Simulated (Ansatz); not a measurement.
Run report: Si2H7ClOF2, single-point calculation

The run: single-point calculation of Si2H7ClOF2. Method and program: RKS PBE0-D4/def2-TZVPP (Ansatz 0.2.0).

The geometry is the product side of a reaction. The reaction was set up to form Si1–Cl7, H6–O9 and Si2–H8 and to break Si1–Si2, H6–Cl7 and H8–O9 (atoms counted from 1 in the order of the input); sticks are drawn by distance alone. The geometry comes from this level: PBE0-D4/def2-TZVP.

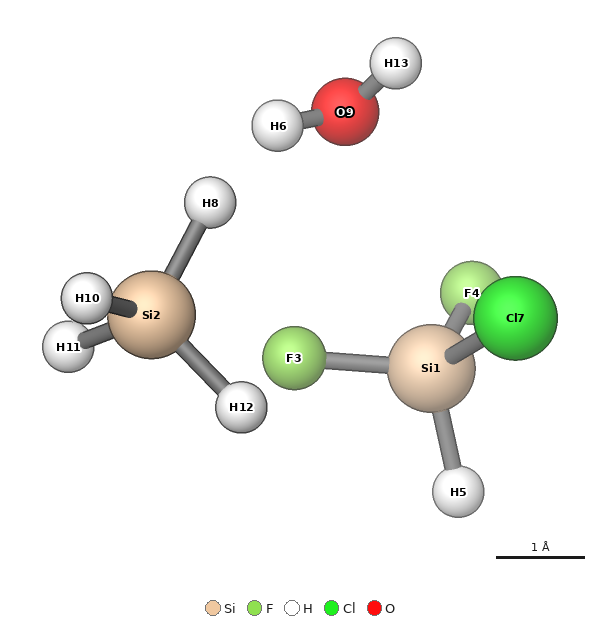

Fig. 1: The input geometry (ball-and-stick view, seen at a tilt; atoms are numbered from 1 in the order of the input).

Key numbers

- outcome: converged
- total energy: −35863.8016 eV
- mean-field energy: −35863.5580 eV
- dispersion energy: −0.2436 eV
- SCF solution under orbital rotations: stable
- HOMO: −8.97 eV
- LUMO: 0.45 eV
- hardware: 4 CPU threads, shared host
- wall time: 2.8 s (CPU time 3 s)
- peak memory: 0.85 GiB

Input
```yaml
crystal:
  periodic: [false, false, false]
  atoms:
    - {symbol: Si, position_ang: [-0.988855, 1.935240, -0.437974]}
    - {symbol: Si, position_ang: [1.484674, -1.758257, -0.825423]}
    - {symbol: F, position_ang: [-1.012858, 0.434779, -0.933459]}
    - {symbol: F, position_ang: [-2.278829, 2.259761, 0.399977]}
    - {symbol: H, position_ang: [-0.979416, 2.796408, -1.625178]}
    - {symbol: H, position_ang: [-0.805302, -0.869025, 1.482587]}
    - {symbol: Cl, position_ang: [0.682862, 2.281540, 0.651216]}
    - {symbol: H, position_ang: [1.011050, -1.569230, 0.571829]}
    - {symbol: O, position_ang: [-1.273017, -0.126102, 1.873878]}
    - {symbol: H, position_ang: [2.604583, -2.733342, -0.810803]}
    - {symbol: H, position_ang: [0.374063, -2.284260, -1.654587]}
    - {symbol: H, position_ang: [1.959829, -0.459551, -1.359478]}
    - {symbol: H, position_ang: [-0.778785, 0.091939, 2.667414]}
basis:
  gaussian: {orbitals: def2-TZVPP}
hamiltonian: {xc: pbe0, dispersion: d4}
output: {orbitals: {seedname: orbitals}}
```

Command:
```bash
ansatz run in.yaml --threads 4 --pin off --events-out ev --progress --plain --max-ram 66560MiB --backend cuda --devices 0, --max-vram 37GiB
```

Log
```
Functional definition: PBE0
  name "PBE0"
  cite "Adamo & Barone, J. Chem. Phys. 110, 6158 (1999) doi:10.1063/1.478522"
  cite "Perdew, Burke & Ernzerhof, Phys. Rev. Lett. 77, 3865 (1996) doi:10.1103/PhysRevLett.77.3865"
  parent pbe
  parameter a = 0.25
  parameter kappa = 0.804
  parameter beta = 0.06672455060314922
  exchange = (1 - a)*pbe_x(kappa = kappa, mu = beta*pi^2/3) + a*exact_x
  correlation = pbe_c(beta = beta)
1783 factors; their error is unknown
mean field evaluation 1: about -35857.2277 eV, gradient 6.5e1 eV
mean field evaluation 2: about -35849.2626 eV, gradient 9.6e1 eV
mean field evaluation 4: about -35863.4617 eV, gradient 1.8e0 eV
mean field evaluation 8: about -35863.4682 eV, gradient 1.9e-1 eV
mean field evaluation 16: about -35863.5579 eV, gradient 5.4e-5 eV
mean field -35863.55792010 eV, -1317.9614443711 hartree, gradient 6.6e-5 eV, S^2 0.000000; 0 other end points of the search recorded, 0 dependent functions left out
reference -35863.55795854 eV, -1317.9614457836 hartree; 39, 39 occupied and 278, 278 virtual orbitals, 1783 factors
Total energy: -35863.80156969 eV, -1317.9703983284 hartree
```

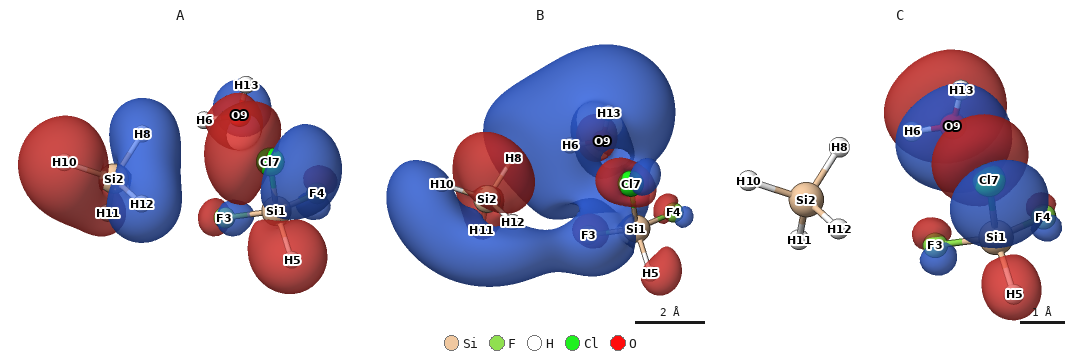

Fig. 2: Three frontier orbitals at ±0.05 Å⁻³ᐟ² (red and blue are the two phases). A is the HOMO−1 (−9.79 eV). Its weight (Hirshfeld) is mainly on Cl7 (40 %), Si2 (20 %) and H10 (10 %). C is the HOMO (−8.97 eV). B is the LUMO (0.45 eV). It lies mainly on Si2 (25 %), H6 (15 %), H13 (15 %), O9 (10 %) and H8 (10 %). The HOMO–LUMO gap is 9.42 eV between the orbital energies.

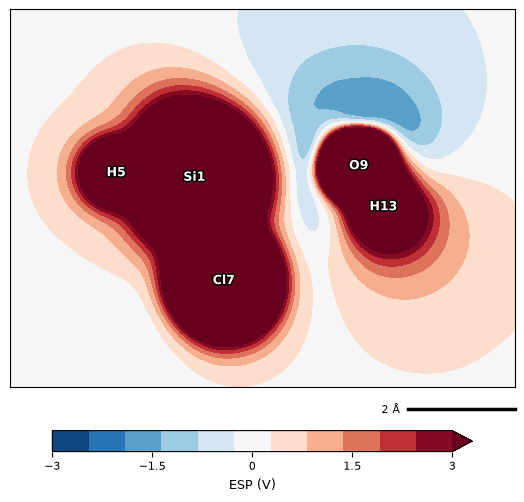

Fig. 3: Molecular electrostatic potential on the plane of atoms H5, Si1 and Cl7. The section cuts through Si, H, Cl and O sites.

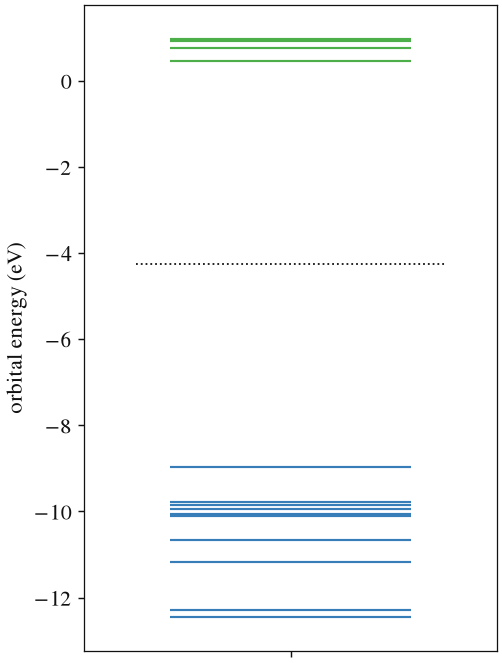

Fig. 4: Orbital energies near the frontier; the dotted line parts filled from empty levels, and levels within 0.02 eV of each other stand side by side. Highest filled −8.97 eV, lowest empty 0.45 eV, 9.42 eV apart.
